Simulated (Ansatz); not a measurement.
# CH4ClGe (SMILES [CH3][GeH][Cl]) at U-wB97X/def2-SVP

Aim: the electronic atomisation energy of CH4ClGe at U-wB97X/def2-SVP, from 5 runs. 

Program for the calculation: Ansatz 0.2.0.

68 further runs of the same task are left out: 68 set aside as unsound or not needed.

**1. Starting point**

The species is CH4ClGe (7 atoms), meant as a doublet with charge 0. As SMILES, `[CH3][GeH][Cl]`. Geometry: relaxed at PBE0-D4/def2-TZVP.

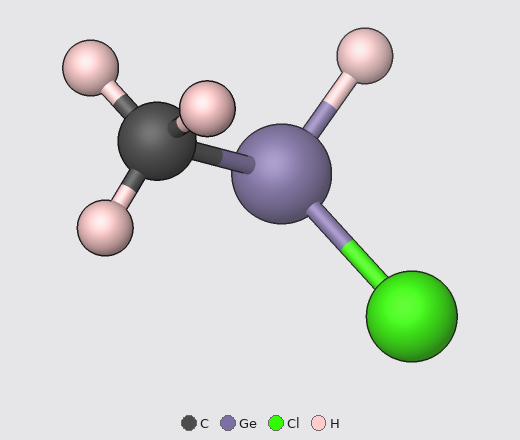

Viewed from a chosen angle; carbon dark grey, germanium purple, chlorine green, hydrogen pink.

**2. A single-point energy at U-wB97X/def2-SVP**

File molecule.yaml:

```yaml
basis:
  gaussian:
    orbitals: def2-SVP
crystal:
  periodic: [false, false, false]
  atoms:
    - {symbol: C, position_ang: [-0.733100, 0.438400, -0.261900]}
    - {symbol: Ge, position_ang: [0.705400, -0.885500, -0.183100]}
    - {symbol: Cl, position_ang: [1.017000, -1.361700, 1.909500]}
    - {symbol: H, position_ang: [-0.433400, 1.314500, 0.317300]}
    - {symbol: H, position_ang: [-1.646200, 0.021400, 0.160800]}
    - {symbol: H, position_ang: [-0.909900, 0.729400, -1.298200]}
    - {symbol: H, position_ang: [2.061400, -0.324500, -0.690100]}
magnetization:
  spin_polarized: true
  initial_magnetization: 1
accuracy: high
output: {orbitals: {seedname: orbitals}}
hamiltonian:
  xc: {name: wB97X}
```

On the command line:

```sh
$ ansatz run molecule.yaml --threads 1 --pin off --max-ram 3480MiB --events-out events.jsonl --progress --plain --runs-dir runs
```

Output:

```text
Warning: RAYON_NUM_THREADS=1 ignored (pool sized by the plan → 1); use --threads N
Functional definition: wB97X
  name "wB97X"
  parameter omega = 0.3/bohr
  parameter cx = 0.157706
  parameter cx1 = 0.726479
  parameter cx2 = 1.04760
  parameter cx3 = -5.70635
  parameter cx4 = 13.2794
  parameter css1 = -4.33879
  parameter css2 = 18.2308
  parameter css3 = -31.7430
  parameter css4 = 17.2901
  parameter cos1 = 2.37031
  parameter cos2 = -11.3995
  parameter cos3 = 6.58405
  parameter cos4 = -3.78132
  exchange = spin_sum(e_x_unif_sr(omega)*poly(b97_u_x, 1 - cx, cx1, cx2, cx3, cx4)) + cx*exact_x_sr(omega)
      + exact_x_lr(omega)
  correlation = spin_sum(e_c_pw_same_spin*poly(b97_u_same, 1, css1, css2, css3, css4))
      + integral(e_c_pw_opposite_spin*poly(b97_u_opposite, 1, cos1, cos2, cos3, cos4))
1779 factors; integrals over basis functions are off by at most 4.7e-9 eV
334 factors; integrals over basis functions are off by at most 1.9e-9 eV
mean field evaluation 1: about -70129.8153 eV, gradient 2.3e1 eV
mean field evaluation 2: about -70130.8619 eV, gradient 1.8e1 eV
mean field evaluation 4: about -70132.2258 eV, gradient 7.9e-1 eV
mean field evaluation 8: about -70132.3046 eV, gradient 7.7e-2 eV
mean field evaluation 16: about -70132.3047 eV, gradient 5.3e-4 eV
mean field -70132.30473360 eV, -2577.3146615762 hartree, gradient 2.0e-8 eV, S^2 0.752112; 0 other end points of the search recorded, 0 dependent functions left out
reference -70132.30473138 eV, -2577.3146614946 hartree; 30, 29 occupied and 54, 55 virtual orbitals, 1779 factors
Total energy: -70132.30473138 eV, -2577.3146614946 hartree
```

Wall time 58 s (1 thread of Arm Neoverse V1, shared host); peak memory 0.81 GiB.

**3. The C atom, same level**

File molecule.yaml:

```yaml
crystal:
  periodic: [false, false, false]
  atoms:
    - {symbol: C, position_ang: [0.000000, 0.000000, 0.000000]}
basis:
  gaussian:
    orbitals: def2-SVP
total_charge: 0
magnetization:
  spin_polarized: true
  initial_magnetization: 2
hamiltonian:
  xc: {name: wB97X}
accuracy: high
```

On the command line:

```sh
$ ansatz run molecule.yaml --threads 1 --pin off --max-ram 3480MiB --events-out events.jsonl --progress --plain --runs-dir runs
```

Output (excerpt; [...] marks lines left out):

```text
Warning: RAYON_NUM_THREADS=1 ignored (pool sized by the plan → 1); use --threads N
[... 2 set-up lines as earlier in the session ...]
[...]
      + exact_x_lr(omega)
[...]
      + integral(e_c_pw_opposite_spin*poly(b97_u_opposite, 1, cos1, cos2, cos3, cos4))
95 factors; integrals over basis functions are off by at most 1.9e-9 eV
55 factors; integrals over basis functions are off by at most 1.8e-9 eV
[...]
mean field -1028.63777688 eV, -37.8017410646 hartree, gradient 3.8e-9 eV, S^2 2.005190; 0 other end points of the search recorded, 0 dependent functions left out
reference -1028.63777587 eV, -37.8017410274 hartree; 4, 2 occupied and 10, 12 virtual orbitals, 95 factors
Total energy: -1028.63777587 eV, -37.8017410274 hartree
```

It took 1.2 s on 1 thread of Arm Neoverse V1, shared host; peak memory 0.13 GiB.

**4. The Cl atom, same level**

File input.yaml:

```yaml
crystal:
  periodic: [false, false, false]
  atoms:
    - {symbol: Cl, position_ang: [0.000000, 0.000000, 0.000000]}
basis:
  gaussian:
    orbitals: def2-SVP
magnetization:
  spin_polarized: true
  initial_magnetization: 1
hamiltonian:
  xc: {name: wB97X}
accuracy: high
```

Run the same way, it converges to -459.99022 Eh (log not shown).

**5. The Ge atom, same level**

File molecule.yaml:

```yaml
crystal:
  periodic: [false, false, false]
  atoms:
    - {symbol: Ge, position_ang: [0.000000, 0.000000, 0.000000]}
basis:
  gaussian:
    orbitals: def2-SVP
magnetization:
  spin_polarized: true
  initial_magnetization: 2
hamiltonian:
  xc: {name: wB97X}
accuracy: high
```

Run the same way, it converges to -2076.69094 Eh (log not shown).

**6. The H atom at the same level**

File run.yaml:

```yaml
crystal:
  periodic: [false, false, false]
  atoms:
    - symbol: H
      position_ang: [0.000000, 0.000000, 0.000000]
basis:
  gaussian: {orbitals: def2-SVP}
magnetization: {spin_polarized: true, initial_magnetization: 1}
hamiltonian: {xc: {name: wB97X}}
total_charge: 0
accuracy: high
```

Run the same way, it converges to -0.50060 Eh (log not shown).

**7. Outcome**

Level: U-wB97X/def2-SVP.

```
                                    quantity           value
                      molecule: total energy  -2577.31466 Eh
molecule: HOMO energy (highest over α and β)        -8.30 eV
 molecule: LUMO energy (lowest over α and β)        -1.42 eV
                              molecule: ⟨S²⟩           0.752
                        C atom: total energy    -37.80174 Eh
                                C atom: ⟨S²⟩           2.005
                       Cl atom: total energy   -459.99022 Eh
                               Cl atom: ⟨S²⟩           0.752
                       Ge atom: total energy  -2076.69094 Eh
                               Ge atom: ⟨S²⟩           2.002
                        H atom: total energy     -0.50060 Eh
                                H atom: ⟨S²⟩           0.750
               electronic atomisation energy       22.568 eV
```

In words: Taking the molecule apart into free atoms costs 22.57 eV (520 kcal/mol), before zero-point energy and without spin-orbit coupling.
